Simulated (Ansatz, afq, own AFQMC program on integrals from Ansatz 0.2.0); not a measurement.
# AlCCl (triplet): quantum Monte Carlo beside coupled cluster at angle Al1–C2–Cl3 = 180.0°, cc-pVDZ, part 2 of 2

Ansatz 0.2.0, Gaussian basis, and an in-house AFQMC program (afq) on its integrals; all values are calculated; cc-pVDZ, frozen cores. Earlier steps stand in the parts before.

### Step 10. Phaseless AFQMC, CISD trial on ROHF

It reads the integrals that the CCSD(T) run on this determinant wrote.

Command:

```
$ afq ham --method phaseless --trial cisd --walkers 60 --populations 1 --least-time 40 --time-step 0.005 --steps-per-block 50 --equilibration-blocks 28 --max-blocks 300 --target-error 0.00045 --factor-cut 1e-05 --start spin_pure --seed 1575 --release-times 0.24,0.51,0.99,1.62,2.4 --release-step 0.03 --release-every 4 --taylor-order 6
```

Standard output:

```text
orbitals 39  electrons 8 6  factors 290 of 511
reference energy -739.18952812 Eh
CCSD correlation -0.31046305 Eh in 12 cycles, weight of the determinant in the CISD state 0.8296
energy of the start -739.499990 Eh
 block  time / (1/Eh)  mean weight  energy / Eh
     1     0.250  1.0006  -739.493972
     2     0.500  1.0008  -739.494922
     3     0.750  0.9990  -739.496580
     4     1.000  1.0014  -739.503761
     5     1.250  0.9989  -739.502784
     6     1.500  0.9998  -739.506900
     7     1.750  0.9996  -739.521517
     8     2.000  1.0021  -739.527771
     9     2.250  0.9983  -739.518666
    10     2.500  1.0008  -739.524013
    17     4.250  0.9965  -739.506494
    25     6.250  1.0014  -739.508827
    33     8.250  1.0013  -739.509420
    41    10.250  1.0014  -739.507056
    49    12.250  0.9986  -739.510018
    57    14.250  0.9985  -739.505267
    65    16.250  1.0000  -739.522077
    73    18.250  0.9996  -739.511638
    81    20.250  0.9990  -739.522012
    89    22.250  0.9989  -739.500668
    97    24.250  0.9976  -739.523816
   105    26.250  0.9984  -739.511942
   113    28.250  1.0018  -739.507348
   121    30.250  1.0016  -739.502076
   129    32.250  1.0000  -739.515667
   137    34.250  0.9955  -739.509251
   145    36.250  0.9994  -739.502416
   153    38.250  1.0000  -739.509708
   161    40.250  1.0025  -739.513528
   169    42.250  1.0010  -739.513894
   177    44.250  0.9980  -739.506064
   185    46.250  1.0026  -739.512280
   193    48.250  0.9995  -739.505324
   201    50.250  1.0028  -739.515985
   209    52.250  1.0010  -739.510593
   217    54.250  1.0028  -739.514078
   225    56.250  0.9969  -739.501600
   233    58.250  0.9990  -739.510837
   241    60.250  1.0016  -739.508812
   249    62.250  1.0012  -739.507983
   257    64.250  0.9997  -739.511475
   265    66.250  1.0016  -739.516014
   273    68.250  0.9964  -739.510713
   281    70.250  0.9997  -739.514085
   289    72.250  0.9975  -739.508599
   297    74.250  0.9994  -739.506386
   305    76.250  0.9983  -739.515806
   313    78.250  1.0010  -739.509702
   321    80.250  1.0001  -739.500110
blocks merged  error / Eh  count
     1  0.000372  300
     2  0.000457  150
     4  0.000536  75
     8  0.000524  37
    16  0.000463  18
    32  0.000442  9
released: time / (1/Eh)  energy / Eh  error  mean overlap
  0.24  -739.510847  0.000541  1.0022
  0.51  -739.511275  0.000646  1.0032
  0.99  -739.511514  0.000691  1.0064
  1.62  -739.512561  0.000754  1.0131
  2.40  -739.510858  0.001116  1.0032
energy -739.511102 +/- 0.000524 Eh
```

It took 20 min on 1 thread of Intel Xeon 6975P-C (Granite Rapids), shared host; peak memory 0.31 GiB.

Energy -20123.1222 ± 0.0143 eV. Caveats: constraint bias not in the error.

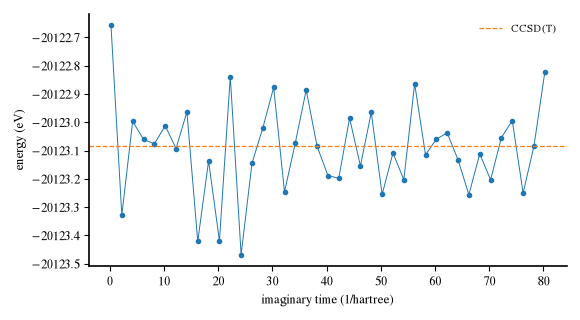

Block energies along the walk.

### Step 11. Phaseless AFQMC, single-determinant trial on ROHF

It reads the integrals that the CCSD(T) run on this determinant wrote.

Command:

```
$ afq ham --method phaseless --trial hf --walkers 120 --populations 1 --least-time 40 --time-step 0.005 --steps-per-block 20 --equilibration-blocks 112 --max-blocks 600 --target-error 0.00135 --factor-cut 1e-05 --start spin_pure --seed 6553 --taylor-order 6
```

Standard output:

```text
orbitals 39  electrons 8 6  factors 290 of 511
reference energy -739.18952812 Eh
CCSD correlation -0.31046305 Eh in 12 cycles, weight of the determinant in the CISD state 0.8296
energy of the start -739.189532 Eh
 block  time / (1/Eh)  mean weight  energy / Eh
     1     0.100  1.0012  -739.250897
     2     0.200  1.0021  -739.294217
     3     0.300  1.0018  -739.340248
     4     0.400  1.0027  -739.377686
     5     0.500  1.0021  -739.399690
     6     0.600  1.0005  -739.414128
     7     0.700  1.0010  -739.441479
     8     0.800  1.0017  -739.443484
     9     0.900  1.0019  -739.459812
    10     1.000  1.0000  -739.450895
    18     1.800  1.0010  -739.509397
    35     3.500  1.0012  -739.519193
    52     5.200  1.0013  -739.510008
    69     6.900  0.9995  -739.516382
    86     8.600  1.0002  -739.505513
   103    10.300  0.9988  -739.495708
   120    12.000  0.9992  -739.495059
   137    13.700  1.0009  -739.509472
   154    15.400  0.9998  -739.526272
   171    17.100  1.0015  -739.517761
   188    18.800  1.0009  -739.447788
   205    20.500  0.9991  -739.506746
   222    22.200  0.9985  -739.552055
   239    23.900  1.0006  -739.525365
   256    25.600  1.0039  -739.533074
   273    27.300  0.9983  -739.482201
   290    29.000  1.0013  -739.521636
   307    30.700  0.9997  -739.501152
   324    32.400  1.0008  -739.498029
   341    34.100  1.0019  -739.516078
   358    35.800  1.0021  -739.529011
   375    37.500  0.9997  -739.494512
   392    39.200  1.0005  -739.506253
   409    40.900  1.0012  -739.533994
   426    42.600  1.0007  -739.509968
   443    44.300  0.9995  -739.532457
   460    46.000  0.9988  -739.518092
   477    47.700  1.0016  -739.557906
   494    49.400  0.9993  -739.535346
   511    51.100  1.0004  -739.527601
   528    52.800  0.9987  -739.502171
   545    54.500  0.9998  -739.511352
   562    56.200  1.0010  -739.496521
   579    57.900  1.0000  -739.568489
   596    59.600  1.0014  -739.490234
   613    61.300  1.0012  -739.491845
   630    63.000  0.9992  -739.491786
   647    64.700  0.9996  -739.506150
   664    66.400  0.9994  -739.477758
   681    68.100  1.0012  -739.488741
   698    69.800  1.0003  -739.496250
blocks merged  error / Eh  count
     1  0.000885  600
     2  0.001180  300
     4  0.001557  150
     8  0.002038  75
    16  0.002311  37
    32  0.002663  18
    64  0.003537  9
energy -739.512699 +/- 0.002663 Eh
```

It took 3.6 min on 1 thread of Intel Xeon 6975P-C (Granite Rapids), shared host; peak memory 0.31 GiB.

Energy -20123.1657 ± 0.0725 eV. Caveats: constraint bias not in the error; error above the target. The error still grows with block length (0.0629 to 0.0962 eV), so the bar may be too small.

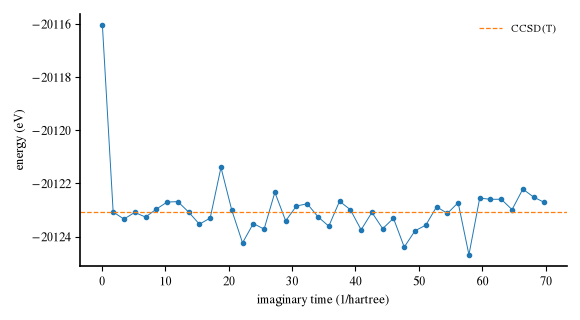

Block energies along the walk.

### Step 12. Free-projection AFQMC, CISD trial on ROHF

It reads the integrals that the CCSD(T) run on this determinant wrote.

Command:

```
$ afq ham --method free --trial cisd --walkers 60 --time-step 0.03 --max-blocks 80 --target-error 0.00045 --factor-cut 1e-05 --seed 4027 --times 0,0.21,0.42,0.81,1.2,1.8,2.4,3 --taylor-order 8
```

Standard output:

```text
orbitals 39  electrons 8 6  factors 290 of 511
reference energy -739.18952812 Eh
CCSD correlation -0.31046305 Eh in 12 cycles, weight of the determinant in the CISD state 0.8296
repeat  energy at the last time / Eh  error
    10  -739.508855  0.001219
    20  -739.512554  0.001810
    30  -739.514039  0.001689
    40  -739.513655  0.001460
    50  -739.512691  0.001284
    60  -739.513409  0.001157
    70  -739.513119  0.001048
    80  -739.513302  0.001001
time / (1/Eh)  energy / Eh  error  mean overlap
  0.00  -739.500782  0.000364  1.2070
  0.21  -739.505630  0.000404  1.2007
  0.42  -739.507774  0.000403  1.2032
  0.81  -739.509301  0.000401  1.2027
  1.20  -739.510691  0.000465  1.1938
  1.80  -739.511125  0.000560  1.1957
  2.40  -739.511915  0.000717  1.1911
  3.00  -739.513302  0.001001  1.1769
energy -739.513302 +/- 0.001001 Eh
```

It took 15 min on 1 thread of Intel Xeon 6975P-C (Granite Rapids), shared host; peak memory 0.31 GiB.

Energy -20123.1821 ± 0.0272 eV. Caveats: remainder of the start not in the error; error above the target.

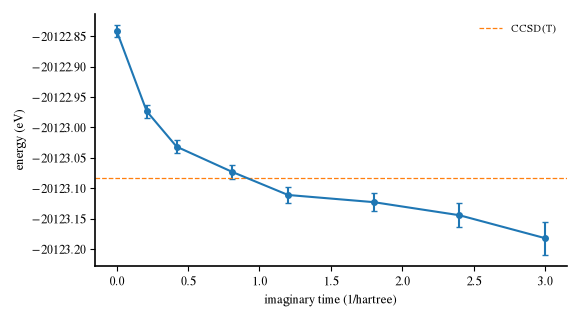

Energy against projection time, with error bars.

### Step 13. CCSD(T) on UHF

Contents of in.yaml:

```yaml
crystal:
  periodic: [false, false, false]
  atoms:
    - {symbol: Al, position_ang: [0.000000, 0.000000, 1.845217]}
    - {symbol: C, position_ang: [0.000000, 0.000000, -0.099904]}
    - {symbol: Cl, position_ang: [0.000000, 0.000000, -1.745313]}
basis:
  gaussian: {orbitals: cc-pVDZ}
magnetization: {spin_polarized: true, initial_magnetization: 2}
correlation: {method: ccsd_t, electrons: outside_noble_gas, hamiltonian_folder: ham}
```

Command:

```
$ ansatz run in.yaml --threads 1 --pin off --events-out ev --progress --plain --max-ram 1843MiB
```

Standard output, shortened:

```text
Functional definition: HF
  name "HF"
  cite "Fock, Z. Phys. 61, 126 (1930) doi:10.1007/BF01340294"
  parent pbe
[...]
511 factors; integrals over basis functions are off by at most 1.5e-3 eV
[...]
mean field -20114.61392761 eV, -739.1984276648 hartree, gradient 2.1e-6 eV, S^2 2.035830; 7 other end points of the search recorded, 0 dependent functions left out
determinant -20114.61392761 eV, -739.1984276648 hartree, with singles and doubles -20122.82417151 eV, -739.5001485630 hartree
determinant -20112.32583487 eV, -739.1143418074 hartree, with singles and doubles -20120.76256569 eV, -739.4243859463 hartree
determinant -20112.02787913 eV, -739.1033921361 hartree, with singles and doubles -20120.86819461 eV, -739.4282677375 hartree
determinant -20111.69462954 eV, -739.0911454394 hartree, with singles and doubles -20119.25084967 eV, -739.3688314075 hartree
11 core orbitals not correlated: weight in the atoms' cores, before any rotation towards them, 1.000 or more for the frozen orbitals, at most 0.000 for the correlated occupied ones
reference -20114.61392761 eV, -739.1984276648 hartree; 8, 6 occupied and 31, 33 virtual orbitals, 511 factors
second order -7.16873776 eV of doubles, -0.00000000 eV of singles
cycle   1  -8.21032902 eV  change   -8.5e-5 eV  update   1.3e-3
[...]
cycle   7  -8.21120901 eV  change   -8.1e-6 eV  update   4.6e-6
perturbative correction -0.25670593 eV, -0.0094337688 hartree
Total energy: -20123.08184255 eV, -739.5096177988 hartree
```

Run time: 2.4 s. Hardware: 1 thread of Intel Xeon 6975P-C (Granite Rapids), shared host; peak memory 0.31 GiB.

From the report: ⟨S²⟩ of the determinant 2.036 (pure triplet: 2.00); correlation -8.4679 eV; T1 0.026; largest double amplitude 0.09.

This run also writes the integrals to the folder ham.

### Step 14. CCSDT(Q) on UHF

in.yaml: that of step 13 with these lines changed.

```diff
@@ -9,2 +9,2 @@
 magnetization: {spin_polarized: true, initial_magnetization: 2}
-correlation: {method: ccsd_t, electrons: outside_noble_gas, hamiltonian_folder: ham}
+correlation: {method: ccsdt_q, electrons: outside_noble_gas}
```

Launched as before.

Standard output, shortened:

```text
Functional definition: HF
  name "HF"
  cite "Fock, Z. Phys. 61, 126 (1930) doi:10.1007/BF01340294"
  parent pbe
[...]
931 factors; integrals over basis functions are off by at most 1.2e-7 eV
[...]
mean field -20114.61400057 eV, -739.1984303460 hartree, gradient 2.1e-6 eV, S^2 2.035830; 7 other end points of the search recorded, 0 dependent functions left out
determinant -20114.61400057 eV, -739.1984303460 hartree, with singles and doubles -20122.82427069 eV, -739.5001522075 hartree
determinant -20112.32591344 eV, -739.1143446948 hartree, with singles and doubles -20120.76265457 eV, -739.4243892128 hartree
determinant -20112.02795520 eV, -739.1033949314 hartree, with singles and doubles -20120.86828349 eV, -739.4282710039 hartree
determinant -20111.69472389 eV, -739.0911489065 hartree, with singles and doubles -20119.25095360 eV, -739.3688352266 hartree
11 core orbitals not correlated: weight in the atoms' cores, before any rotation towards them, 1.000 or more for the frozen orbitals, at most 0.000 for the correlated occupied ones
reference -20114.61400057 eV, -739.1984303460 hartree; 8, 6 occupied and 31, 33 virtual orbitals, 931 factors
second order -7.16876951 eV of doubles, -0.00000000 eV of singles
cycle   1  -7.80474409 eV  change   -6.4e-1 eV  update   1.0e-1
[...]
cycle  18  -8.50721853 eV  change   -5.4e-7 eV  update   1.3e-6
perturbative correction -0.02170152 eV, -0.0007975163 hartree
Total energy: -20123.14292062 eV, -739.5118623767 hartree
```

Run time: 23 s. Hardware: 1 thread of Intel Xeon 6975P-C (Granite Rapids), shared host; peak memory 0.51 GiB.

From the report: ⟨S²⟩ of the determinant 2.036 (pure triplet: 2.00); correlation -8.5289 eV; T1 0.028; largest double amplitude 0.09.

### Step 15. All levels side by side

On the ROHF determinant, counted from CCSDT(Q) (a yardstick, not exact):

```
                                                             level  energy (eV)  from CCSDT(Q) (kJ/mol)  statistical error (kJ/mol)     time
                                                                HF  -20114.3718                  +846.0                                     
                                                               MP2  -20121.8188                  +127.4                                     
                                                              CCSD  -20122.8199                   +30.9                                     
                                                           CCSD(T)  -20123.0839                    +5.4                                     
                                                          CCSDT(Q)  -20123.1397                     0.0                                     
               Phaseless AFQMC, CISD trial, step 0.005, 60 walkers  -20123.1222                    +1.7                         1.4   20 min
Phaseless AFQMC, single-determinant trial, step 0.005, 120 walkers  -20123.1657                    -2.5                         7.0  3.6 min
          Free-projection AFQMC, CISD trial, step 0.03, 60 walkers  -20123.1821                    -4.1                         2.6   15 min
```

The functionals' totals stand on their own zeros and serve differences with other points: PBE -20143.031 eV; r2SCAN -20150.956 eV; PBE0 -20144.672 eV; B3LYP -20154.070 eV; wB97M-V -20151.855 eV; B2PLYP -20144.811 eV.

### Step 16. Summary of results

The summary covers parts 1 to 2.

| quantity | value |
| --- | --- |
| CCSD(T) on ROHF from CCSDT(Q) | +5.4 kJ/mol |
| Phaseless AFQMC, CISD trial on ROHF from CCSDT(Q) | +1.7 ± 1.4 kJ/mol |
| Phaseless AFQMC, single-determinant trial on ROHF from CCSDT(Q) | -2.5 ± 7.0 kJ/mol |
| Free-projection AFQMC, CISD trial on ROHF from CCSDT(Q) | -4.1 ± 2.6 kJ/mol |

What this shows: On ROHF the phaseless walk with the CISD trial lies +1.7 kJ/mol from CCSDT(Q), within three error bars. Free projection has no constraint; at the last time it gives -4.1 ± 2.6 kJ/mol. Error bars are statistical and leave out the constraint, the time step and what remains of the start.
